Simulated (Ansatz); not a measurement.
**CCSDTQ/STO-3G run of HOCN (SMILES N#CO)**

Aim: the energy change on altering one bond length of HOCN at CCSDTQ/STO-3G, from 2 runs. 

The calculation is run with Ansatz 0.2.0.

71 further runs of the same task are left out: 2 that didn't finish, 69 set aside as unsound or not needed.

## (1) The molecule

HOCN has 4 atoms, charge 0, and is taken as a singlet. SMILES: `N#CO`. The coordinates come from a PBE0-D4/def2-TZVP relaxation.

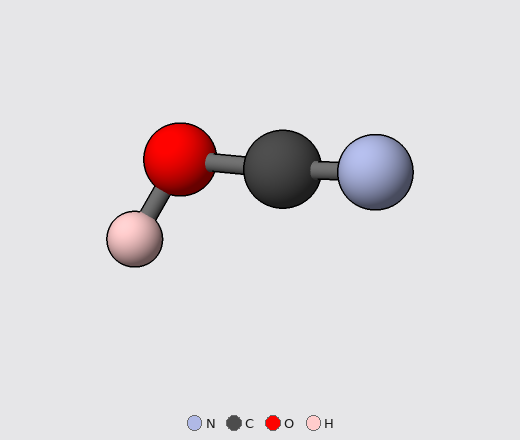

The structure, seen from a chosen angle (nitrogen light blue, carbon dark grey, oxygen red, hydrogen pink).

## (2) The energy at CCSDTQ/STO-3G

input.yaml reads:

```yaml
crystal:
  periodic: [false, false, false]
  atoms:
    - {symbol: N, position_ang: [-1.343020, -0.163260, 0.884430]}
    - {symbol: C, position_ang: [-0.431900, 0.072570, 0.218870]}
    - {symbol: O, position_ang: [0.558270, 0.398850, -0.541130]}
    - {symbol: H, position_ang: [1.216640, -0.308160, -0.562170]}
basis:
  gaussian:
    orbitals: STO-3G
scf:
  omitted_lower_state_checks: [cluster_reference, increment]
correlation:
  method: ccsdtq
  frozen_orbitals: {C: 1, H: 0, "N": 1, O: 1}
accuracy: high
```

On the command line:

```bash
$ ansatz run input.yaml --threads 1 --pin off --max-ram 3480MiB --events-out events.jsonl --progress --plain --runs-dir runs
```

Output, cut to the lines that bear on the results:

```text
Warning: RAYON_NUM_THREADS=1 ignored (pool sized by the plan → 1); use --threads N
Functional definition: HF
  name "HF"
[...]
274 factors; integrals over basis functions are off by at most 3.1e-8 eV
[...]
mean field -4503.65889904 eV, -165.5064118502 hartree, gradient 2.3e-8 eV, S^2 0.000000; 0 other end points of the search recorded, 0 dependent functions left out
3 core orbitals not correlated: weight in the atoms' cores, before any rotation towards them, 1.000 or more for the frozen orbitals, at most 0.000 for the correlated occupied ones
reference -4503.65889904 eV, -165.5064118502 hartree; 8, 8 occupied and 5, 5 virtual orbitals, 274 factors
second order -4.99654012 eV of doubles, -0.00000000 eV of singles
cycle   1  -5.05691428 eV  change   -6.0e-2 eV  update   7.7e-2
[...]
cycle  24  -5.52113012 eV  change   6.4e-10 eV  update  7.9e-10
Total energy: -4509.18002917 eV, -165.7093096399 hartree
Checks for a lower state left out: cluster_reference, increment
```

Run time: 3.9 s. Hardware: 1 thread of Intel Xeon 6975P-C (Granite Rapids), shared host; peak memory 0.13 GiB.

## (3) The distorted shape, same level

input.yaml reads:

```yaml
crystal:
  periodic: [false, false, false]
  atoms:
    - {symbol: N, position_ang: [-1.590569, -0.244832, 1.074435]}
    - {symbol: C, position_ang: [-0.679449, -0.009002, 0.408875]}
    - {symbol: O, position_ang: [0.558270, 0.398850, -0.541130]}
    - {symbol: H, position_ang: [1.216640, -0.308160, -0.562170]}
basis:
  gaussian:
    orbitals: STO-3G
correlation:
  method: ccsdtq
  frozen_orbitals: {C: 1, H: 0, "N": 1, O: 1}
accuracy: high
scf:
  omitted_lower_state_checks: [cluster_reference, increment]
```

On the command line:

```bash
$ ansatz run input.yaml --threads 1 --pin off --max-ram 3480MiB --events-out events.jsonl --progress --plain --runs-dir runs
```

Output, cut to the lines that bear on the results:

```text
Warning: RAYON_NUM_THREADS=1 ignored (pool sized by the plan → 1); use --threads N
Functional definition: HF
  name "HF"
[...]
271 factors; integrals over basis functions are off by at most 1.2e-8 eV
[...]
mean field -4502.45515035 eV, -165.4621749017 hartree, gradient 2.4e-8 eV, S^2 0.000000; 0 other end points of the search recorded, 0 dependent functions left out; unrestricted orbitals would lower it
3 core orbitals not correlated: weight in the atoms' cores, before any rotation towards them, 1.000 or more for the frozen orbitals, at most 0.000 for the correlated occupied ones
reference -4502.45515035 eV, -165.4621749017 hartree; 8, 8 occupied and 5, 5 virtual orbitals, 271 factors
second order -5.37966937 eV of doubles, -0.00000000 eV of singles
cycle   1  -5.54026436 eV  change   -1.6e-1 eV  update   8.6e-2
[...]
cycle  29  -6.14320087 eV  change   3.0e-10 eV  update  4.0e-10
Total energy: -4508.59835122 eV, -165.6879333695 hartree
Checks for a lower state left out: cluster_reference, increment
```

Run time: 4.5 s. Hardware: 1 thread of Intel Xeon 6975P-C (Granite Rapids), shared host; peak memory 0.13 GiB.

## (4) What came out

At CCSDTQ/STO-3G, 3 core orbitals frozen:

| quantity | value |
| --- | --- |
| first shape: total energy | -165.70931 Eh |
| first shape: correlation energy (3 core orbitals frozen) | -202.9 mEh |
| first shape: T1 diagnostic | 0.010 |
| distorted shape: total energy | -165.68793 Eh |
| distorted shape: correlation energy (3 core orbitals frozen) | -225.8 mEh |
| distorted shape: T1 diagnostic | 0.012 |
| energy change with the C2–O3 bond stretched from 1.290 to 1.613 Å | 0.582 eV |

What this shows: With the C2–O3 bond stretched from 1.290 to 1.613 Å the energy rises by 0.58 eV (56.1 kJ/mol). The first shape isn't relaxed at this level, so the change isn't measured from a minimum. The minimal basis adds a large error of its own. The restricted solution (distorted shape) is unstable to spin breaking: an unrestricted one lies lower.
